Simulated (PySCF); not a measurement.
# C3H9ClSi, SMILES `C[Si](C)(C)Cl`: electronic structure

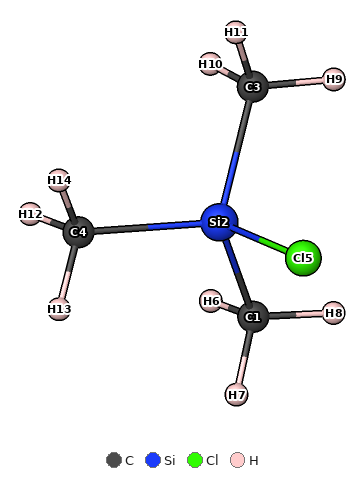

The molecule, with its atoms numbered as below. No frequency check shows the geometry to be a minimum.

Cartesian coordinates (Å):

```
C1      -0.8978   -1.3515    1.2035
Si2     -0.3029    0.0004    0.0001
C3      -0.9032   -0.3640   -1.7697
C4      -0.8947    1.7196    0.5697
Cl5      1.7417   -0.0022   -0.0021
H6      -1.9818   -1.3957    1.2409
H7      -0.5395   -1.1700    2.2118
H8      -0.5504   -2.3307    0.9023
H9      -0.5400   -1.3293   -2.1197
H10     -1.9873   -0.3782   -1.8225
H11     -0.5480    0.3851   -2.4702
H12     -1.9786    1.7757    0.5904
H13     -0.5329    1.9488    1.5723
H14     -0.5359    2.5016   -0.0920
```

## 1. Bonding charge

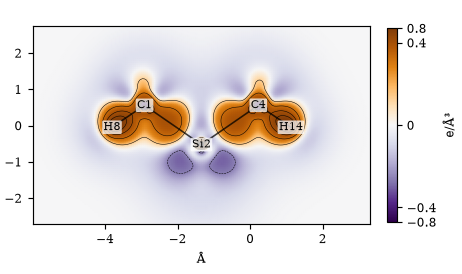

Deformation density (molecule less spherical, spin-averaged free atoms) in the plane of C1, Si2, C4, H8 and H14; colour scale in e/Å³, logarithmic beyond ±0.1; orange: gain, purple: loss.

Level of theory: CAM-B3LYP/6-311+G** (PySCF), at a geometry from GFN2-xTB.

> Describe the bonding that the map shows.

C1–H8 and C4–H14: +0.68 e/Å³ at the bond critical point (bond length 1.08 Å). C1–Si2 and Si2–C4: +0.19 e/Å³ at the bond critical point (bond length 1.91 Å). In all, 3.2 electrons gather in the regions of gain relative to the promolecule.

> Where do the Hirshfeld charges lie?

The highest Hirshfeld charge is on Si2 (+0.44 e), the lowest on C1, C3 and C4 (−0.22 e).

## 2. Bond critical points

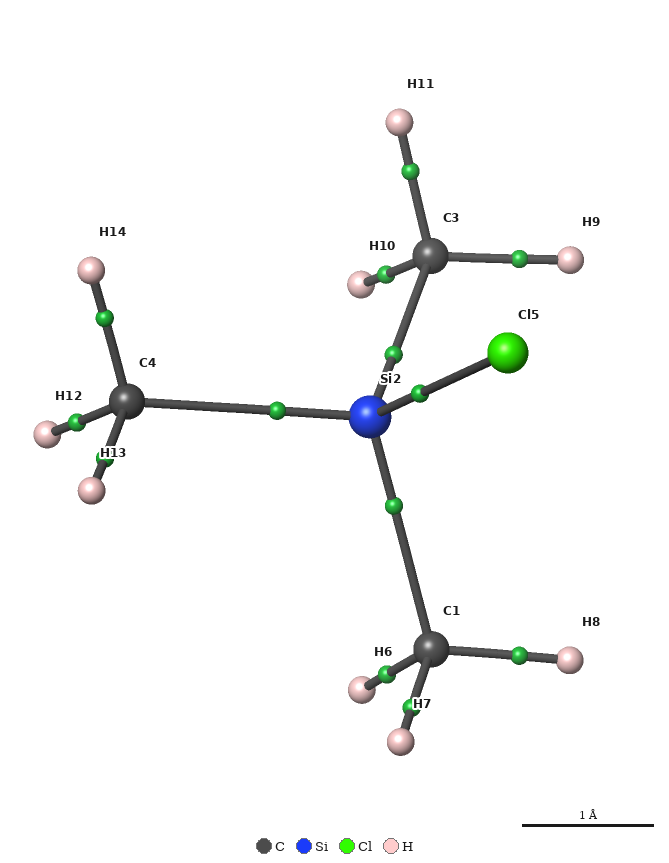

Molecular graph of the electron density (QTAIM): bond paths, bond critical points (green), ring points (magenta, if any); weak paths are dashed.

> How many critical points of each kind are there, and does the count close?

14 nuclei, 13 bond, 0 ring and 0 cage critical points: 14 − 13 + 0 − 0 = 1, as the Poincaré–Hopf relation requires.

> Give the properties at the bond critical points.

```json
{"bond": "C1–H8 (4 alike)", "length (Å)": "1.082", "ρ (a.u.)": "0.274", "∇²ρ (a.u.)": "−0.91", "ε": "0.02", "H (a.u.)": "−0.274"}
{"bond": "C4–H12 (3 alike)", "length (Å)": "1.085", "ρ (a.u.)": "0.272", "∇²ρ (a.u.)": "−0.89", "ε": "0.02", "H (a.u.)": "−0.270"}
{"bond": "C3–H9 (2 alike)", "length (Å)": "1.089", "ρ (a.u.)": "0.270", "∇²ρ (a.u.)": "−0.88", "ε": "0.02", "H (a.u.)": "−0.266"}
{"bond": "Si2–C3", "length (Å)": "1.904", "ρ (a.u.)": "0.119", "∇²ρ (a.u.)": "+0.17", "ε": "0.01", "H (a.u.)": "−0.078"}
{"bond": "C1–Si2 (2 alike)", "length (Å)": "1.905", "ρ (a.u.)": "0.119", "∇²ρ (a.u.)": "+0.17", "ε": "0.01", "H (a.u.)": "−0.078"}
{"bond": "Si2–Cl5", "length (Å)": "2.045", "ρ (a.u.)": "0.099", "∇²ρ (a.u.)": "+0.23", "ε": "0.00", "H (a.u.)": "−0.054"}
```

> What kind of interaction is Si2–Cl5?

Polar or intermediate (positive Laplacian, negative energy density H): ρ = 0.099, ∇²ρ = +0.23, H = −0.054 a.u.

## 3. Local ionisation energy

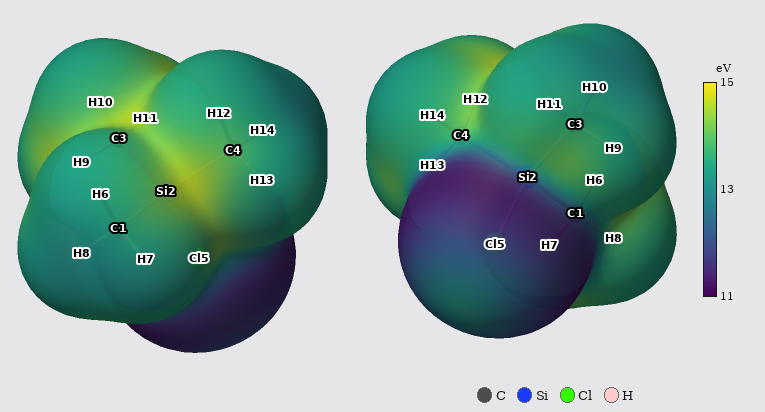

Average local ionisation energy on the surface of electron density 0.001 a.u. (back view left, front view right).

> Locate the minima of the map.

The lowest value is 11.2 eV, 2.2 Å from Cl5, and at like points elsewhere. Further minima include 12.9 eV, near H12 (1.85 Å), H14 (1.90 Å), H13 (1.93 Å) and C4 (1.99 Å), and at like points elsewhere. For comparison, the highest occupied orbital lies at −9.8 eV.

## 4. Localised orbitals

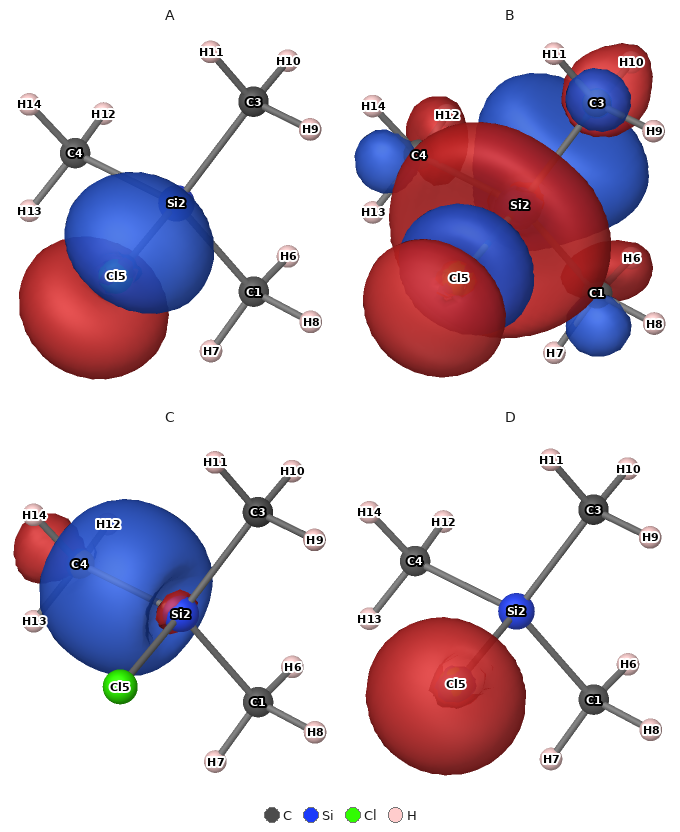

Intrinsic bond orbitals (IBO), occupied and valence-virtual; each surface holds about 85 % of the orbital's density. Energies are diagonal elements of the Fock matrix.

Level of theory: M06-2X/6-311G** (PySCF), at a geometry from GFN2-xTB.

> Name the orbitals, with their atomic make-up and energies.

By panel:
- A: lone pair on Cl5 (p-type) (Cl5 97 %; −10.6 eV)
- B: σ* orbital Si2–Cl5, mostly on Si2 (Si2 73 %, Cl5 23 %; 4.8 eV)
- C: σ bond C4–Si2 (C4 64 %, Si2 36 %; −13.4 eV)
- D: lone pair on Cl5 (sp0.4-type) (Cl5 100 %; −19.4 eV)

> Which has the smallest and which the largest spatial spread?

Smallest: D (0.88 Å); largest: B (1.69 Å).

## 5. Stretching a bond

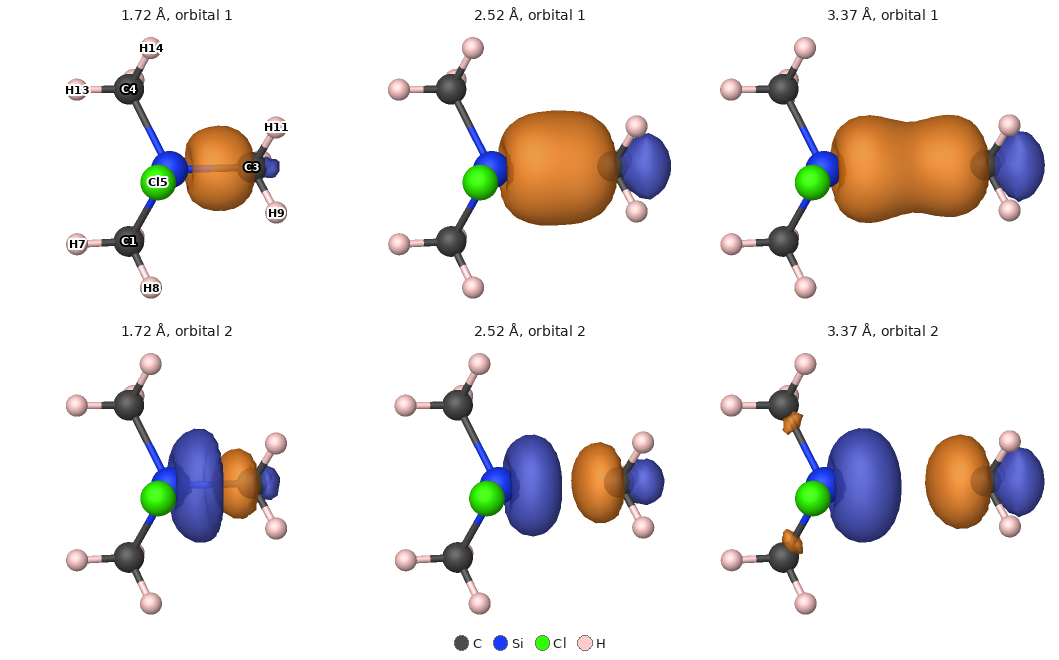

Rigid stretch of the Si2–C3 bond. The two CASSCF(2,2) natural orbitals nearest half filling (orbital 1 the more occupied).

Method: 6-31G* basis; geometry: GFN2-xTB; program: PySCF.

> How do the occupations change along the stretch?

1.72 Å: 1.99 and 0.01; 2.52 Å: 1.92 and 0.08; 3.37 Å: 1.62 and 0.38. At the longest distance computed (5.24 Å) they are 1.06 and 0.94, and the effective number of unpaired electrons is 2.0.

> Where does the UHF solution part from RHF?

Between 2.52 Å (⟨S²⟩ = 0, the two coincide) and 2.90 Å (⟨S²⟩ = 0.58); at 5.24 Å ⟨S²⟩ is 1.01 and UHF lies 4.5 eV below RHF.

> How much energy does the stretch cost?

By CASSCF, 3.9 eV from the lowest point of the scan (1.87 Å) to 5.24 Å; RHF gives 7.9 eV from its own lowest point. The fragments aren't relaxed and dynamic correlation is missing, so this isn't a bond dissociation energy.

The PySCF runs shown took 31 s, 43 s and 6.2 min on 1 thread of Intel(R) Xeon(R) Platinum 8259CL CPU @ 2.50GHz (Skylake/Cascade Lake), on a shared host.
